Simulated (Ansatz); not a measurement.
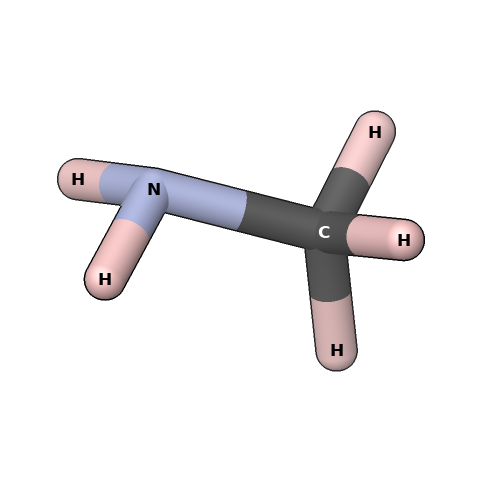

A stick model of a molecule. Every bond is drawn as one stick, whatever its order.

Identify the structure.

The molecule is CH5N. This geometry has Cs symmetry. Coordination: 1 N trigonal pyramidal; 1 C tetrahedral.

More results for the same structure follow; atom numbers are the same in all pictures, views and colours differ. The geometry was computed by an optimisation with PBE0-D4/def2-TZVP.

## Geometry

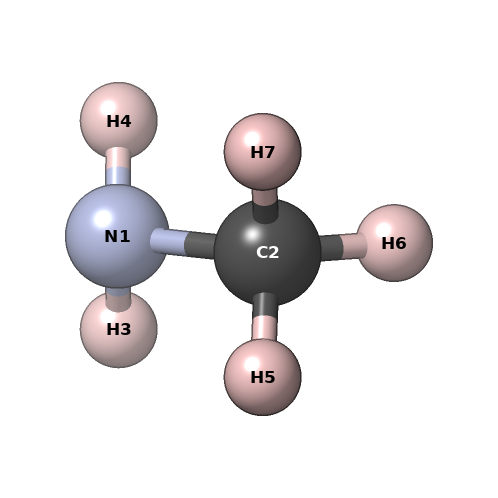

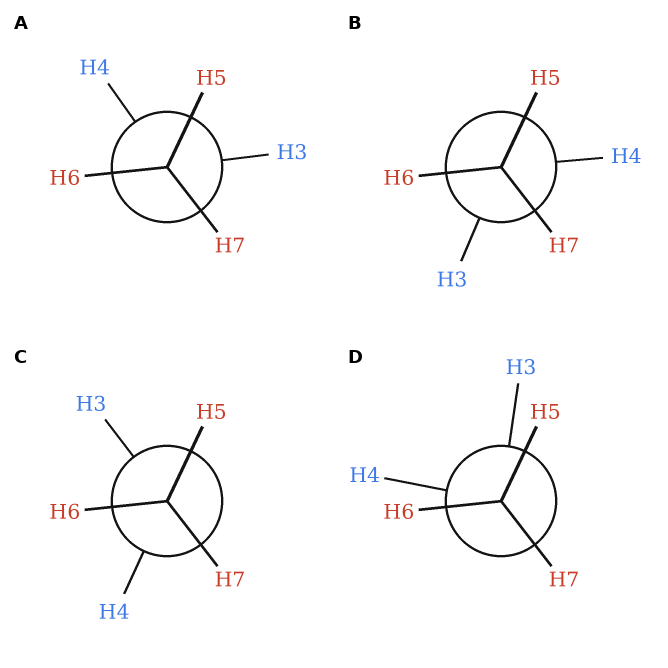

Depth is shown by fading: the farther an atom, the more it takes the colour of the background. Bonds that would overlap in a projection are set slightly apart.

**Which Newman projection shows the view along C2–N1, with C2 in front?**

C. The torsion angle H5–C2–N1–H3 is −63°, synclinal (gauche).

## Thermal motion

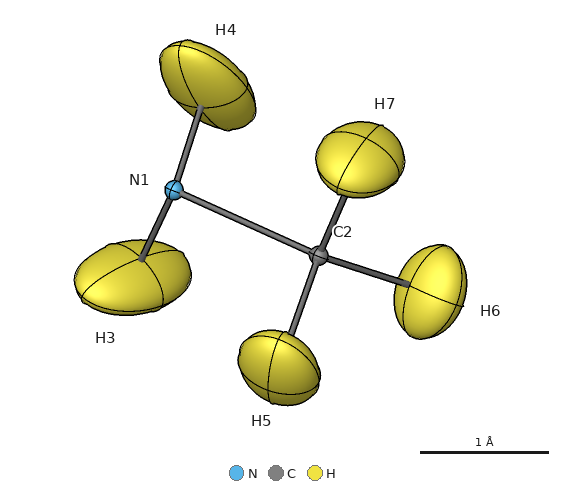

Displacement ellipsoids at the 50 % level, enlarged 2 times, from the internal vibrations of the free molecule (harmonic, no overall translation or rotation; no half-axis is drawn under 0.075 Å). Vibrations computed with RKS PBE0-D4/def2-TZVP (Ansatz 0.2.0). Temperature: 298 K.

**Which atom moves most?**

H3, H4, with U_eq = 0.0170 Å².

**Does H3 move more along its bond or across it?**

Across it: the root-mean-square amplitude is 0.068 Å along the bond and up to 0.184 Å across, since bending and torsion are softer than stretching.

Give the displacement parameters, one line for each set of equivalent atoms.

```tsv
atom	U_eq (Å²)	rms amplitudes (Å)
N1	0.00037	0.015, 0.016, 0.025
C2	0.00044	0.017, 0.018, 0.027
H3, H4	0.0170	0.067, 0.113, 0.184
H5, H7	0.0119	0.072, 0.109, 0.137
H6	0.0108	0.073, 0.109, 0.123
```

## Vibrations

Harmonic vibrations computed with RKS PBE0-D4/def2-TZVP (Ansatz 0.2.0) at a stationary point of the same level.

**How many vibrational modes are there, and where do they lie?**

15 modes: 305, 832, 975, 1090, 1169, 1347, 1452, 1490, 1512, 1664, 2987, 3081, 3120, 3532, 3612 cm⁻¹.

## Charges

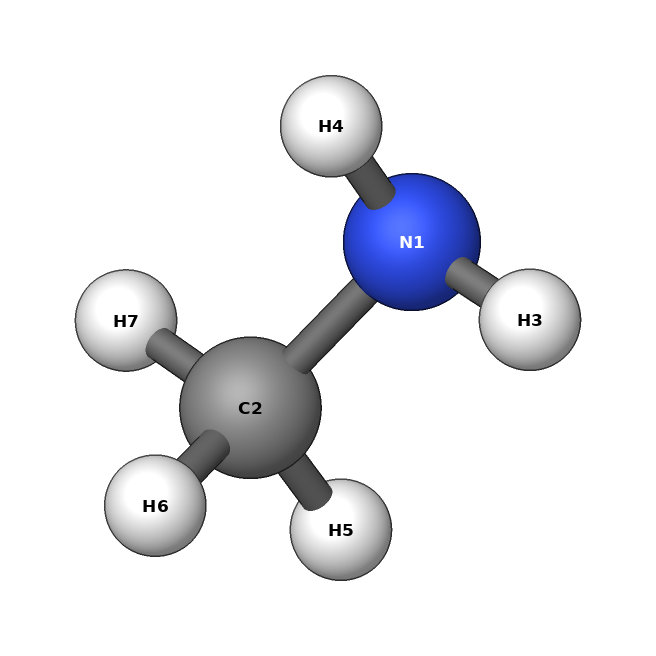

The questions are on Mulliken charges. Level of theory: RKS PBE0-D4/def2-TZVP (Ansatz 0.2.0).

List the Mulliken charges.

| atom | value (e) |
| --- | --- |
| N1 | −0.52 |
| C2 | −0.27 |
| H3 | 0.22 |
| H4 | 0.22 |
| H5 | 0.12 |
| H6 | 0.10 |
| H7 | 0.12 |

Mulliken values depend strongly on the basis set and can even reverse the polarity of a bond.
